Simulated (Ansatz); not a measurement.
# doublet [BH3S2]− at 6 levels

We compute a comparison of 6 runs (U-r2SCAN/aug-cc-pVDZ, U-revPBE/aug-cc-pVDZ, UB2PLYP/aug-cc-pVDZ, UB3LYP/aug-cc-pVDZ, UBHLYP/aug-cc-pVDZ, UBLYP/aug-cc-pVDZ) of doublet [BH3S2]−. 

The results are computed with Ansatz 0.2.0.

37 further runs of the same task are left out: 2 that didn't finish, 35 set aside as unsound or not needed. Runs told in other sessions of the task aren't counted.

## (1) The system as given

The species is [BH3S2]− (6 atoms), meant as a doublet with charge -1. SMILES of the parent species: `SBS`. The shape is that of a PBE0-D4/def2-TZVP optimisation. This is one conformer, not always the lowest. That shape belongs to the parent species and isn't relaxed for this state.

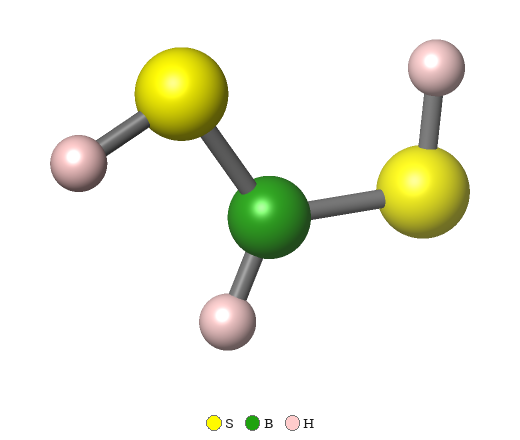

Viewed from a chosen angle; sulfur yellow, boron green, hydrogen pink.

## (2) A single-point energy at U-r2SCAN/aug-cc-pVDZ (run 1)

Contents of job.yaml:

```yaml
basis:
  gaussian:
    orbitals: aug-cc-pVDZ
crystal:
  periodic: [false, false, false]
  atoms:
    - symbol: S
      position_ang: [-0.819900, -0.605200, -1.516500]
    - symbol: B
      position_ang: [0.091400, -0.453600, 0.008900]
    - symbol: S
      position_ang: [0.333100, 1.114800, 0.829800]
    - symbol: H
      position_ang: [-1.145600, 0.688100, -1.694600]
    - symbol: H
      position_ang: [0.535500, -1.462200, 0.457500]
    - symbol: H
      position_ang: [1.047600, 0.654100, 1.868800]
total_charge: -1
magnetization:
  spin_polarized: true
  initial_magnetization: 1
hamiltonian:
  xc: {name: r2SCAN}
accuracy: high
output: {orbitals: {seedname: orbitals}}
```

Launch:

```console
$ ansatz run job.yaml --threads 1 --pin off --max-ram 2610MiB --events-out events.jsonl --progress --plain --runs-dir runs
```

The program printed:

```text
Warning: RAYON_NUM_THREADS=1 ignored (pool sized by the plan → 1); use --threads N
Functional definition: r2SCAN
  name "r2SCAN"
  parameter k0 = 0.174
  parameter k1 = 0.065
  parameter a1 = 4.9479
  exchange = r2scan_x(k0 = k0, k1 = k1, a1 = a1)
  correlation = r2scan_c
2087 factors; integrals over basis functions are off by at most 3.4e-9 eV
mean field evaluation 1: about -22392.2420 eV, gradient 2.0e1 eV
mean field evaluation 2: about -22384.8917 eV, gradient 3.6e1 eV
mean field evaluation 4: about -22394.2860 eV, gradient 9.2e0 eV
mean field evaluation 8: about -22395.2242 eV, gradient 6.4e-1 eV
mean field evaluation 16: about -22395.2217 eV, gradient 3.7e-3 eV
mean field evaluation 32: about -22395.2217 eV, gradient 1.7e-6 eV
mean field evaluation 64: about -22394.6442 eV, gradient 2.3e0 eV
mean field evaluation 96: about -22395.1225 eV, gradient 1.9e0 eV
mean field -22395.22170170 eV, -823.0092175111 hartree, gradient 9.7e-8 eV, S^2 0.750619; 10 other end points of the search recorded, 0 dependent functions left out
reference -22395.22172731 eV, -823.0092184520 hartree; 21, 20 occupied and 83, 84 virtual orbitals, 2087 factors
Total energy: -22395.22172731 eV, -823.0092184520 hartree
```

Run time: 3.3 min. Hardware: 1 thread of Arm Neoverse N1, shared host; peak memory 0.55 GiB.

## (3) A single-point energy at U-revPBE/aug-cc-pVDZ (run 2)

Contents of job.yaml:

```yaml
crystal:
  periodic: [false, false, false]
  atoms:
    - {symbol: S, position_ang: [-0.819900, -0.605200, -1.516500]}
    - {symbol: B, position_ang: [0.091400, -0.453600, 0.008900]}
    - {symbol: S, position_ang: [0.333100, 1.114800, 0.829800]}
    - {symbol: H, position_ang: [-1.145600, 0.688100, -1.694600]}
    - {symbol: H, position_ang: [0.535500, -1.462200, 0.457500]}
    - {symbol: H, position_ang: [1.047600, 0.654100, 1.868800]}
basis:
  gaussian:
    orbitals: aug-cc-pVDZ
total_charge: -1
magnetization:
  spin_polarized: true
  initial_magnetization: 1
hamiltonian:
  xc: {name: revPBE}
accuracy: high
output: {orbitals: {seedname: orbitals}}
```

Launch:

```console
$ ansatz run job.yaml --threads 1 --pin off --max-ram 2610MiB --events-out events.jsonl --progress --plain --runs-dir runs
```

The program printed:

```text
Warning: RAYON_NUM_THREADS=1 ignored (pool sized by the plan → 1); use --threads N
Functional definition: revPBE
  name "revPBE"
  parameter kappa = 1.245
  parameter beta = 0.06672455060314922
  exchange = pbe_x(kappa = kappa, mu = beta*pi^2/3)
  correlation = pbe_c(beta = beta)
2087 factors; integrals over basis functions are off by at most 3.4e-9 eV
mean field evaluation 1: about -22389.3655 eV, gradient 2.2e1 eV
mean field evaluation 2: about -22377.8032 eV, gradient 4.4e1 eV
mean field evaluation 4: about -22392.2911 eV, gradient 8.1e0 eV
mean field evaluation 8: about -22393.1605 eV, gradient 1.6e-1 eV
mean field evaluation 16: about -22393.1573 eV, gradient 1.3e-3 eV
mean field evaluation 32: about -22393.1573 eV, gradient 6.7e-8 eV
mean field evaluation 64: about -22393.0731 eV, gradient 1.3e0 eV
mean field -22393.15733292 eV, -822.9333533574 hartree, gradient 2.8e-8 eV, S^2 0.750216; 10 other end points of the search recorded, 0 dependent functions left out
reference -22393.15733645 eV, -822.9333534875 hartree; 21, 20 occupied and 83, 84 virtual orbitals, 2087 factors
Total energy: -22393.15733645 eV, -822.9333534875 hartree
```

Wall time 72 s (1 thread of Arm Neoverse N1, shared host); peak memory 0.41 GiB.

Runs 3 to 5 aren't shown in full; the table further down has their settings and results.

## (4) The energy at UBLYP/aug-cc-pVDZ (run 6)

Contents of molecule.yaml:

```yaml
crystal:
  periodic: [false, false, false]
  atoms:
    - {symbol: S, position_ang: [-0.819900, -0.605200, -1.516500]}
    - {symbol: B, position_ang: [0.091400, -0.453600, 0.008900]}
    - {symbol: S, position_ang: [0.333100, 1.114800, 0.829800]}
    - {symbol: H, position_ang: [-1.145600, 0.688100, -1.694600]}
    - {symbol: H, position_ang: [0.535500, -1.462200, 0.457500]}
    - {symbol: H, position_ang: [1.047600, 0.654100, 1.868800]}
basis:
  gaussian: {orbitals: aug-cc-pVDZ}
total_charge: -1
magnetization: {spin_polarized: true, initial_magnetization: 1}
hamiltonian: {xc: {name: BLYP}}
accuracy: high
output: {orbitals: {seedname: orbitals}}
```

Launch:

```console
$ ansatz run molecule.yaml --threads 1 --pin off --max-ram 2610MiB --events-out events.jsonl --progress --plain --runs-dir runs
```

The program printed:

```text
Warning: RAYON_NUM_THREADS=1 ignored (pool sized by the plan → 1); use --threads N
Functional definition: BLYP
  name "BLYP"
  parameter beta = 0.0042
  parameter a = 0.04918
  parameter b = 0.132
  parameter c = 0.2533
  parameter d = 0.349
  exchange = b88_x(beta = beta)
  correlation = lyp_c(a = a, b = b, c = c, d = d)
2087 factors; integrals over basis functions are off by at most 3.4e-9 eV
mean field evaluation 1: about -22392.3618 eV, gradient 2.3e1 eV
mean field evaluation 2: about -22379.4491 eV, gradient 4.6e1 eV
mean field evaluation 4: about -22395.4063 eV, gradient 8.7e0 eV
mean field evaluation 8: about -22396.4352 eV, gradient 1.2e-1 eV
mean field evaluation 16: about -22396.4338 eV, gradient 3.2e-4 eV
mean field evaluation 32: about -22395.0826 eV, gradient 1.0e1 eV
mean field evaluation 64: about -22396.2604 eV, gradient 3.3e-2 eV
mean field -22396.43382905 eV, -823.0537623696 hartree, gradient 8.7e-8 eV, S^2 0.750194; 10 other end points of the search recorded, 0 dependent functions left out
reference -22396.43386030 eV, -823.0537635178 hartree; 21, 20 occupied and 83, 84 virtual orbitals, 2087 factors
Total energy: -22396.43386030 eV, -823.0537635178 hartree
```

It took 94 s on 1 thread of Arm Neoverse N1, shared host; peak memory 0.4 GiB.

## (5) All runs side by side

```
run                 level  frozen core orbitals  energy (Eh)  HOMO energy (eV)  LUMO energy (eV)   ⟨S²⟩  wall time
  1  U-r2SCAN/aug-cc-pVDZ                     –  -823.009218              1.71              2.01  0.751    3.3 min
  2  U-revPBE/aug-cc-pVDZ                     –  -822.933353              1.69              1.81  0.750       72 s
  3   UB2PLYP/aug-cc-pVDZ                    11  -822.768795              1.35              2.73  0.750       57 s
  4    UB3LYP/aug-cc-pVDZ                     –  -823.122264              1.51              2.23  0.750    1.7 min
  5    UBHLYP/aug-cc-pVDZ                     –  -823.056803              1.34              2.69  0.750       45 s
  6     UBLYP/aug-cc-pVDZ                     –  -823.053764              1.84              1.98  0.750       94 s
```

## (6) What came out

| quantity | value |
| --- | --- |
| run 6: total energy | -823.05376 Eh |
| run 6: HOMO energy (highest over α and β) | 1.84 eV |
| run 6: LUMO energy (lowest over α and β) | 1.98 eV |
| run 6: ⟨S²⟩ | 0.750 |

What this shows: Totals of different functionals can't be ranked against each other. In all runs the HOMO lies above zero, from self-interaction, a short basis or an electron that isn't bound. All runs together took 9.4 min, the longest 3.3 min.
